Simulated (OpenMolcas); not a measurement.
**Run report: SiH$_{3}$Br, excited-state calculation (part 2 of 3)**

Continued. System: SiH$_{3}$Br. Method: CASPT2/ANO-S-VDZP (OpenMolcas 26.06). The geometry comes from this level: GFN2-xTB.

Geometry of the input (Å):
```
Si -0.1863  0.0712  -0.0560
Br 1.8060  -0.6880  0.5309
H  -1.0324  -0.1150  1.1118
H  -0.5974  -0.7390  -1.1906
H  0.0101  1.4708  -0.3962
```

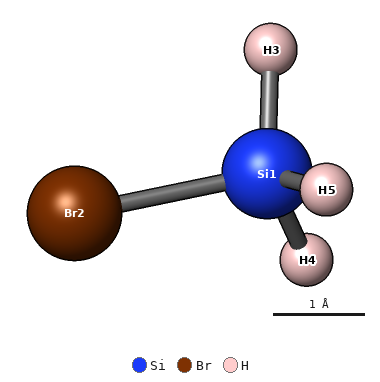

The input geometry (ball-and-stick view, seen at a tilt; atoms are numbered from 1 in the order of the input).

Output, continued:
```
++    Natural Bond Order analysis
      ---------------------------
      Based on LoProp computed density
      -------------------------------------------------------------------------------------
      Atom A       Atom B       Bond Order
      -------------------------------------------------------------------------------------
      NBO located      0.993 non-bonded electrons on atom SI1
      NBO located      0.999 non-bonded electrons on atom SI1
      NBO located      1.000 non-bonded electrons on atom SI1
      NBO located      1.000 non-bonded electrons on atom SI1
      NBO located      1.000 non-bonded electrons on atom SI1
      NBO located      1.006 non-bonded electrons on atom BR2
      NBO located      0.999 non-bonded electrons on atom BR2
      NBO located      1.000 non-bonded electrons on atom BR2
      NBO located      1.000 non-bonded electrons on atom BR2
      NBO located      1.000 non-bonded electrons on atom BR2
      NBO located      1.000 non-bonded electrons on atom BR2
      NBO located      1.000 non-bonded electrons on atom BR2
      NBO located      1.000 non-bonded electrons on atom BR2
      NBO located      1.000 non-bonded electrons on atom BR2
      NBO located      1.000 non-bonded electrons on atom BR2
      NBO located      1.000 non-bonded electrons on atom BR2
      NBO located      1.000 non-bonded electrons on atom BR2
      NBO located      1.000 non-bonded electrons on atom BR2
      NBO located      1.000 non-bonded electrons on atom BR2
      NBO located      1.000 non-bonded electrons on atom BR2
      The remaining    7.464 electrons are to be considered as diffuse
--

--

      Von Neumann Entropy (Root   2) =  1.25628

      Mulliken population analysis for root number:  2
      -----------------------------------------------

++    Molecular charges:
      ------------------

      Mulliken charges per centre
      ---------------------------

                SI1     BR2     H3      H4      H5
      Total   14.4844 34.5728  0.9704  0.9864  0.9859

      N-E     -0.4844  0.4272  0.0296  0.0136  0.0141

      Total electronic charge=   52.000000

      Total            charge=   -0.000000
--

      Expectation values of various properties for root number:  2
      -----------------------------------------------------------

++    Molecular properties:
      ---------------------

      Charge (e):
                      =   -0.0000
      Dipole Moment (debye):
      Origin of the operator (angstrom)=    1.2344   -0.4702    0.3626
                   X=  3.5573E+00               Y= -1.4112E+00               Z=  1.2193E+00           Total=  4.0165E+00
      Quadrupole Moment (debye*angstrom):
      Origin of the operator (angstrom)=    1.2344   -0.4702    0.3626
                  XX= -4.6388E+01              XY=  4.1273E+00              XZ= -4.2047E+00              YY= -3.8256E+01
                  YZ=  6.8021E-01              ZZ= -3.5722E+01
      In traceless form (debye*angstrom)
                  XX= -9.3989E+00              XY=  6.1909E+00              XZ= -6.3070E+00              YY=  2.7990E+00
                  YZ=  1.0203E+00              ZZ=  6.5999E+00
--

      LoProp population analysis for root number:  2
      -----------------------------------------------

++    LoProp analysis:
      ----------------

++    Static properties:
      ------------------

      LoProp Charges per center

                   SI1      BR2      H3       H4       H5
      Nuclear     14.0000  35.0000   1.0000   1.0000   1.0000
      Electronic -14.0344 -34.7144  -1.0647  -1.0939  -1.0926

      Total       -0.0344   0.2856  -0.0647  -0.0939  -0.0926
--

      Natural Bond Order analysis for root number:  2

++    Natural Bond Order analysis
      ---------------------------
      Based on LoProp computed density
      -------------------------------------------------------------------------------------
      Atom A       Atom B       Bond Order
      -------------------------------------------------------------------------------------
      NBO located      0.992 non-bonded electrons on atom SI1
      NBO located      0.998 non-bonded electrons on atom SI1
      NBO located      1.000 non-bonded electrons on atom SI1
      NBO located      0.999 non-bonded electrons on atom SI1
      NBO located      0.999 non-bonded electrons on atom SI1
      NBO located      0.919 non-bonded electrons on atom BR2
      NBO located      0.991 non-bonded electrons on atom BR2
      NBO located      0.999 non-bonded electrons on atom BR2
      NBO located      0.999 non-bonded electrons on atom BR2
      NBO located      1.000 non-bonded electrons on atom BR2
      NBO located      1.000 non-bonded electrons on atom BR2
      NBO located      1.000 non-bonded electrons on atom BR2
      NBO located      1.000 non-bonded electrons on atom BR2
      NBO located      1.000 non-bonded electrons on atom BR2
      NBO located      1.000 non-bonded electrons on atom BR2
      NBO located      1.000 non-bonded electrons on atom BR2
      NBO located      1.000 non-bonded electrons on atom BR2
      NBO located      1.000 non-bonded electrons on atom BR2
      NBO located      1.000 non-bonded electrons on atom BR2
      NBO located      1.000 non-bonded electrons on atom BR2
      The remaining    6.783 electrons are to be considered as diffuse
--

--

      Von Neumann Entropy (Root   3) =  1.25629

      Mulliken population analysis for root number:  3
      -----------------------------------------------

++    Molecular charges:
      ------------------

      Mulliken charges per centre
      ---------------------------

                SI1     BR2     H3      H4      H5
      Total   14.4846 34.5724  0.9919  0.9751  0.9759

      N-E     -0.4846  0.4276  0.0081  0.0249  0.0241

      Total electronic charge=   52.000000

      Total            charge=   -0.000000
--

      Expectation values of various properties for root number:  3
      -----------------------------------------------------------

++    Molecular properties:
      ---------------------

      Charge (e):
                      =   -0.0000
      Dipole Moment (debye):
      Origin of the operator (angstrom)=    1.2344   -0.4702    0.3626
                   X=  3.6768E+00               Y= -1.3467E+00               Z=  9.1067E-01           Total=  4.0201E+00
      Quadrupole Moment (debye*angstrom):
      Origin of the operator (angstrom)=    1.2344   -0.4702    0.3626
                  XX= -4.7144E+01              XY=  4.4501E+00              XZ= -2.4041E+00              YY= -3.6005E+01
                  YZ=  1.8405E+00              ZZ= -3.7223E+01
      In traceless form (debye*angstrom)
                  XX= -1.0531E+01              XY=  6.6751E+00              XZ= -3.6062E+00              YY=  6.1786E+00
                  YZ=  2.7608E+00              ZZ=  4.3520E+00
--

      LoProp population analysis for root number:  3
      -----------------------------------------------

++    LoProp analysis:
      ----------------

++    Static properties:
      ------------------

      LoProp Charges per center

                   SI1      BR2      H3       H4       H5
      Nuclear     14.0000  35.0000   1.0000   1.0000   1.0000
      Electronic -14.0346 -34.7140  -1.1034  -1.0734  -1.0746

      Total       -0.0346   0.2860  -0.1034  -0.0734  -0.0746
--

      Natural Bond Order analysis for root number:  3

++    Natural Bond Order analysis
      ---------------------------
      Based on LoProp computed density
      -------------------------------------------------------------------------------------
      Atom A       Atom B       Bond Order
      -------------------------------------------------------------------------------------
      NBO located      0.992 non-bonded electrons on atom SI1
      NBO located      0.998 non-bonded electrons on atom SI1
      NBO located      1.000 non-bonded electrons on atom SI1
      NBO located      0.999 non-bonded electrons on atom SI1
      NBO located      0.999 non-bonded electrons on atom SI1
      NBO located      0.937 non-bonded electrons on atom BR2
      NBO located      0.991 non-bonded electrons on atom BR2
      NBO located      0.999 non-bonded electrons on atom BR2
      NBO located      0.999 non-bonded electrons on atom BR2
      NBO located      1.000 non-bonded electrons on atom BR2
      NBO located      1.000 non-bonded electrons on atom BR2
      NBO located      1.000 non-bonded electrons on atom BR2
      NBO located      1.000 non-bonded electrons on atom BR2
      NBO located      1.000 non-bonded electrons on atom BR2
      NBO located      1.000 non-bonded electrons on atom BR2
      NBO located      1.000 non-bonded electrons on atom BR2
      NBO located      1.000 non-bonded electrons on atom BR2
      NBO located      1.000 non-bonded electrons on atom BR2
      NBO located      1.000 non-bonded electrons on atom BR2
      NBO located      1.000 non-bonded electrons on atom BR2
      The remaining    6.765 electrons are to be considered as diffuse
--

--

      Average orbitals are written to the RASORB file
      Natural orbitals for root   1 are written to the RASORB.1 file
      Natural orbitals for root   2 are written to the RASORB.2 file
      Natural orbitals for root   3 are written to the RASORB.3 file
      Spin density orbitals for root   1 are written to the SPDORB.1 file
      Spin density orbitals for root   2 are written to the SPDORB.2 file
      Spin density orbitals for root   3 are written to the SPDORB.3 file

--- Stop Module: rasscf /rc=_RC_ALL_IS_WELL_ ---
           step3.RasOrb.3 step3.rasscf.h5 step3.SpdOrb.1 step3.SpdOrb.2 step3.SpdOrb.3 xmldump
--- Module rasscf spent 3 seconds ---

--- Start Module: caspt2 ---

                                              &CASPT2

                       available to each process: 1.9 GB of memory, 1 thread

++    Wave function specifications:
      -----------------------------

      Number of closed shell electrons          10
      Number of electrons in active shells      10
      Max number of holes in RAS1 space          0
      Max number of electrons in RAS3 space      0
      Number of inactive orbitals                5
      Number of active orbitals                  9
      Number of secondary orbitals              30
      Spin quantum number                      0.0
      State symmetry                             1
      Number of CSFs                          5292
      Number of CASSCF root(s) available         3
      CASPT2 state passed to geometry opt.       3
      A file JOBMIX will be created
      This is a MULTI-STATE CASSCF reference
      Number of CI roots used                    3
      These are:                                 1   2   3
      Off-diagonal elements of Heff are computed
--

++    Orbital specifications:
      -----------------------

      Symmetry species                           1
                                                 a
      Frozen orbitals                           16
      Inactive orbitals                          5
      Active orbitals                            9
      Secondary orbitals                        30
      Deleted orbitals                           0
      Number of basis functions                 60
--

++    CASPT2 specifications:
      ----------------------

      Type of calculation                        MS-CASPT2
      Fock operator                              state-specific
      IPEA shift                                 0.25
      Real shift                                 0.00
      Imaginary shift                            0.20
      The input orbitals will be transformed to quasi-canonical
--

--------------------------------------------------------------------------------
 Estimated memory requirements:
  POLY3 :                   993050
  RHS:                      306344
  SIGMA :                   347200
  PRPCTL:                        0
 Available workspace:    232459291

++ CASPT2 computation for group   1

********************************************************************************
 Multi-State initialization phase begins for group   1
--------------------------------------------------------------------------------
********************************************************************************
 Compute H0 matrices for state    1
--------------------------------------------------------------------------------
--------------------------------------------------------------------------------
 H0 matrices have been computed.

********************************************************************************
  CASPT2 EQUATION SOLUTION
--------------------------------------------------------------------------------

  Total nr of CASPT2 parameters:
   Before reduction:      146010
   After  reduction:      145545

 Variance of |WF0>:       0.5041803757

 The contributions to the second order correlation energy in atomic units.
-----------------------------------------------------------------------------------------------------------------------------
  IT.      VJTU        VJTI        ATVX        AIVX        VJAI        BVAT        BJAT        BJAI        TOTAL       RNORM
-----------------------------------------------------------------------------------------------------------------------------
   1    -0.004383   -0.001205   -0.025292   -0.016919   -0.005279   -0.079688   -0.046370   -0.022277   -0.201412    0.015258
   2    -0.004573   -0.001265   -0.025877   -0.017456   -0.005420   -0.080054   -0.046699   -0.022408   -0.203752    0.002783
   3    -0.004583   -0.001265   -0.025903   -0.017478   -0.005425   -0.080061   -0.046700   -0.022404   -0.203819    0.000785
   4    -0.004583   -0.001267   -0.025885   -0.017470   -0.005422   -0.080045   -0.046685   -0.022398   -0.203755    0.000202
   5    -0.004583   -0.001267   -0.025882   -0.017469   -0.005422   -0.080044   -0.046685   -0.022399   -0.203751    0.000053
   6    -0.004583   -0.001267   -0.025883   -0.017470   -0.005422   -0.080045   -0.046687   -0.022399   -0.203755    0.000013
   7    -0.004582   -0.001267   -0.025883   -0.017470   -0.005422   -0.080045   -0.046687   -0.022399   -0.203755    0.000003
-----------------------------------------------------------------------------------------------------------------------------

  FINAL CASPT2 RESULT:

      Reference energy:       -2863.1985152349
      E2 (Non-variational):      -0.2037550716
      Shift correction:          -0.0020946338
      E2 (Variational):          -0.2058497054
      Total energy:           -2863.4043649403
      Residual norm:              0.0000007733
      Reference weight:           0.91275

      Contributions to the CASPT2 correlation energy
      Active & Virtual Only:         -0.1059279232
      One Inactive Excited:          -0.0687385082
      Two Inactive Excited:          -0.0290886403

++ Denominators, etc.
--------------------------------------------------------------------------------------------------------------
 Report on small energy denominators, large coefficients, and large energy contributions.
CASE  SYMM ACTIVE-MIX  NON-ACTIVE INDICES          DENOMINATOR     RHS VALUE       COEFFICIENT     CONTRIBUTION
VJTU     1  Mu1.0001  In1.020                       1.03213071     -0.03105321      0.02515281     -0.00078108
VJTU     1  Mu1.0001  In1.021                       0.57478488     -0.03100919      0.03715840     -0.00115225
AIVX     1  Mu1.0001  In1.021 Se1.034               0.73091253     -0.02745432      0.03107708     -0.00085320
BVATP    1  Mu1.0003  Se1.043 Se1.043               2.21885104      0.06781043     -0.03039066     -0.00206080
BVATP    1  Mu1.0003  Se1.044 Se1.044               2.22008798      0.06900936     -0.03106234     -0.00214359
BVATM    1  Mu1.0001  Se1.044 Se1.043               2.21889349     -0.09140336      0.04014980     -0.00366983
BJATM    1  Mu1.0002  In1.021 Se1.046 Se1.045       2.53184640      0.06134601     -0.02526375     -0.00154983
BJATM    1  Mu1.0001  In1.021 Se1.047 Se1.045       2.53287342     -0.06182760      0.02544320     -0.00157309
--
```
